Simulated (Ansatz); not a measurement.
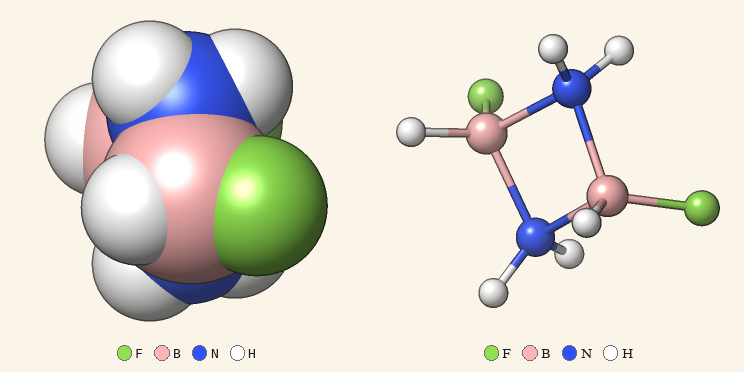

Both panels show the same species.

What does the picture show?

The molecule is B₂F₂H₆N₂. Its SMILES string is `F[B@H-]1[NH2+][B@@H-](F)[NH2+]1`. Independent rings (smallest set): 1 of 4 members. Among its groups: B–H bond. This geometry has C2v symmetry.

More results for the same structure follow; atom numbers are the same in all pictures, views and colours differ. The geometry was computed by an optimisation with PBE0-D4/def2-TZVP.

## Geometry

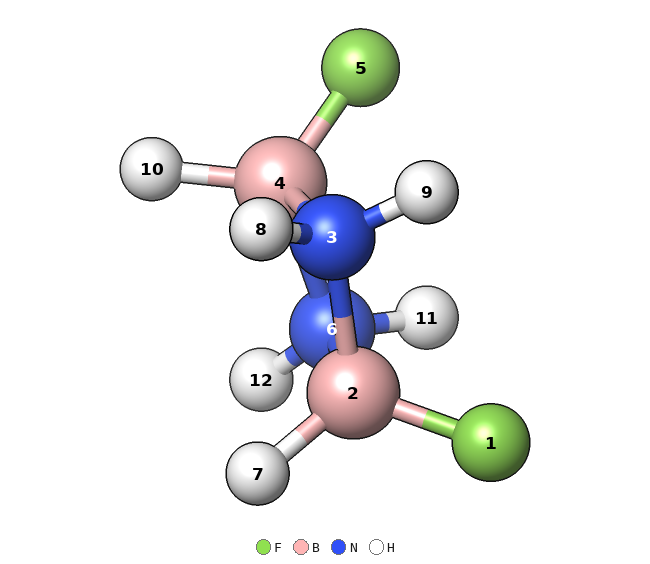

The atoms are numbered.

Estimate the angles N3–B2–N6, F1–B2–N3, F1–B2–H7, N3–B2–H7, B2–N3–B4, B2–N3–H9, B2–N3–H8.

```json
{"angle": "N3–B2–N6", "degrees": "91.3"}
{"angle": "F1–B2–N3", "degrees": "111.4"}
{"angle": "F1–B2–H7", "degrees": "116.3"}
{"angle": "N3–B2–H7", "degrees": "111.9"}
{"angle": "B2–N3–B4", "degrees": "87.7"}
{"angle": "B2–N3–H9", "degrees": "112.4"}
{"angle": "B2–N3–H8", "degrees": "117.1"}
```

## Charges

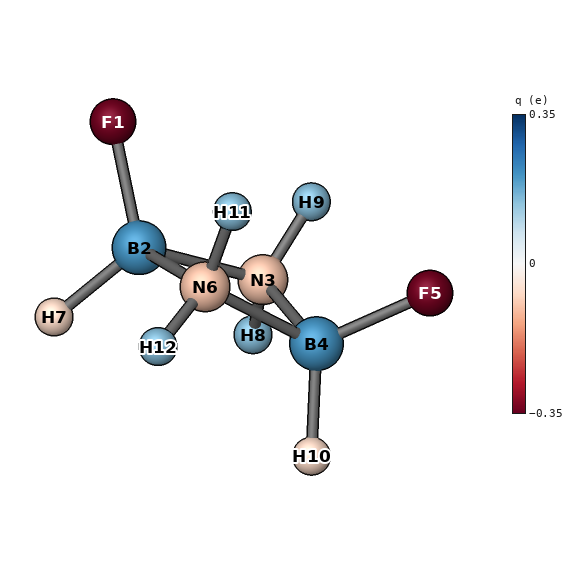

Atoms are coloured by their Mulliken charges. Method: RKS r2SCAN-D4/def2-TZVPP (Ansatz 0.2.0).

Give the Mulliken charges atom by atom.

| atom | value (e) |
| --- | --- |
| F1 | −0.34 |
| B2 | 0.21 |
| N3 | −0.10 |
| B4 | 0.21 |
| F5 | −0.34 |
| N6 | −0.10 |
| H7 | −0.07 |
| H8 | 0.15 |
| H9 | 0.15 |
| H10 | −0.07 |
| H11 | 0.15 |
| H12 | 0.15 |

## Vibrations

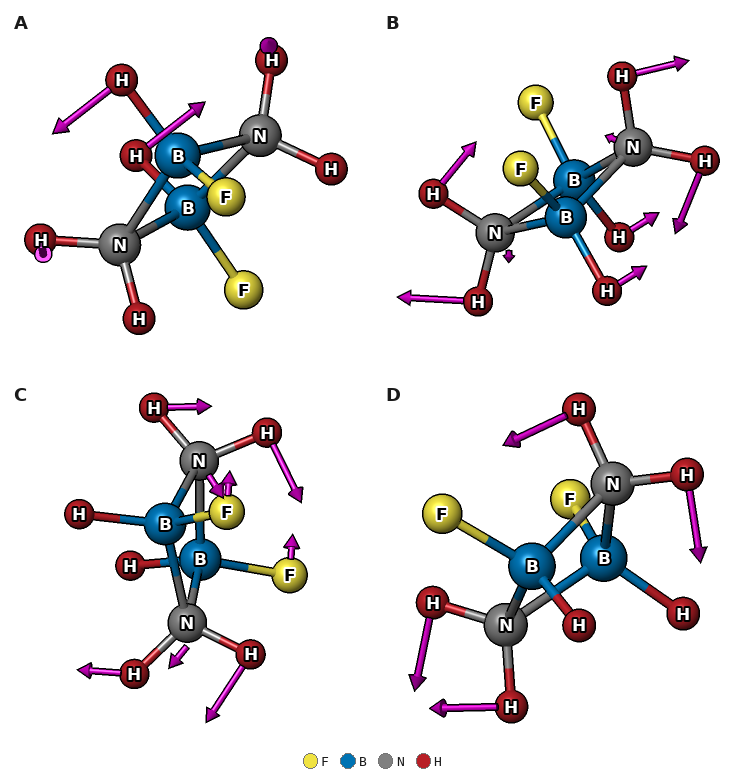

4 normal modes of one molecule or complex, as arrows. Harmonic vibrations computed with RKS PBE0-D4/def2-TZVP (Ansatz 0.2.0) at a stationary point of the same level.

> Match the panels to the wavenumbers 332 cm⁻¹, 717 cm⁻¹, 1109 cm⁻¹, 1598 cm⁻¹.

A: 1109 cm⁻¹, angle bending
B: 717 cm⁻¹, B–N–H bending
C: 332 cm⁻¹
D: 1598 cm⁻¹, H–N–H bending

## Dipole moment

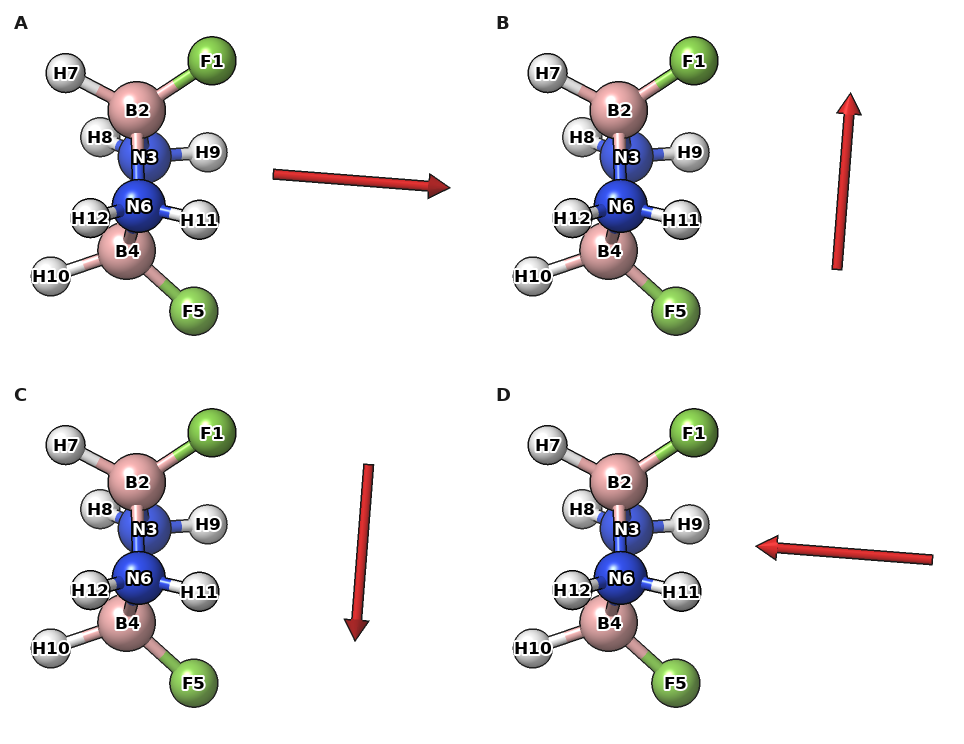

The same molecule four times, each with an arrow. Method: RKS ωB97M-V/def2-TZVPP (Ansatz 0.2.0).

> Which arrow points along the dipole moment, from the negative to the positive end?

D. The dipole moment is 0.80 D; it points from the side of F1, F5, H9, H11 to the side of H7, H10 (the outermost atoms at the two ends).

Mulliken values depend strongly on the basis set and can even reverse the polarity of a bond.
